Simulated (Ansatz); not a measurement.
Consider C₂H₇BGeO.

Input file:

```
crystal:
  periodic: [false, false, false]
  atoms:
    - { symbol: B, position_ang: [-1.415, 0.7283, -0.3855] }
    - { symbol: C, position_ang: [-0.3774, 0.0085, 0.4808] }
    - { symbol: C, position_ang: [0.9588, 0.6965, 0.5152] }
    - { symbol: O, position_ang: [1.8491, -0.246, -0.1734] }
    - { symbol: Ge, position_ang: [0.4346, -1.4195, -0.4957] }
    - { symbol: H, position_ang: [-2.5433, 0.9814, 0.0395] }
    - { symbol: H, position_ang: [-1.1708, 1.1559, -1.4805] }
    - { symbol: H, position_ang: [-0.7002, -0.287, 1.4752] }
    - { symbol: H, position_ang: [1.0265, 1.6933, 0.0481] }
    - { symbol: H, position_ang: [1.3581, 0.7964, 1.5976] }
    - { symbol: H, position_ang: [0.5807, -2.7086, 0.3771] }
    - { symbol: H, position_ang: [0.0757, -1.4543, -1.9645] }
basis:
  gaussian: { orbitals: def2-SVP }
hamiltonian:
  xc: pbe
relax:
  f_tol: 0.02
  max_steps: 50
output:
  orbitals: {}
```

Command:

```sh
ansatz run input.yaml --threads 2 --pin off --max-ram 3072MiB --backend cpu --events-out ev --progress --plain --runs-dir out
```

The fields are those of the run's last geometry, not of the input's.

These are results of RKS PBE/def2-SVP (Ansatz), not measurements.

What can the converged electron density and electron localisation function tell about the bonding?

Answer. C–O (1.45 Å): the density is about 1.9 e/Å³ at the midpoint, with its minimum of 1.6 e/Å³ about 0.5 Å from C; the ELF peaks at about 0.85 between the atoms (a polar covalent bond).
C–C (1.54 Å): ρ is about 1.6 e/Å³ halfway; the ELF peaks at about 0.95 between the atoms, as expected for a covalent bond.
Ge–O (1.83 Å): ρ at the midpoint is about 0.9 e/Å³; the ELF peaks at about 0.85 in the valence shell of O, 0.6 Å from its nucleus, and is about 0.40 at the midpoint.
C–Ge (2.06 Å): ρ at the midpoint is about 0.67 e/Å³; the ELF peaks at about 0.80 in the valence shell of C, 0.8 Å from its nucleus, and is about 0.60 at the midpoint.

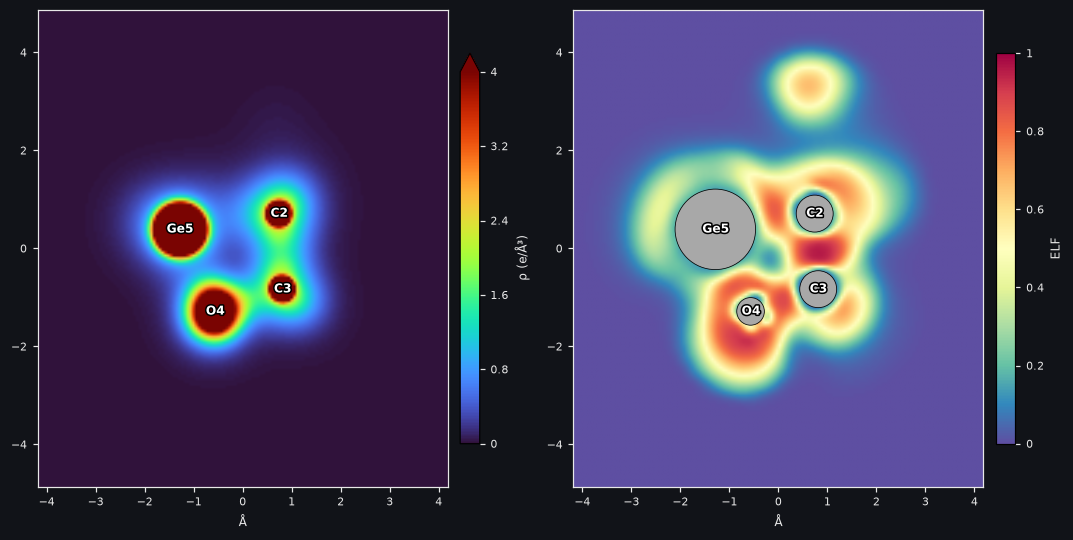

Computed electron density and electron localisation function on the plane of atoms C2, C3 and O4, in this order. Grey discs cover the atomic cores in the ELF map. 
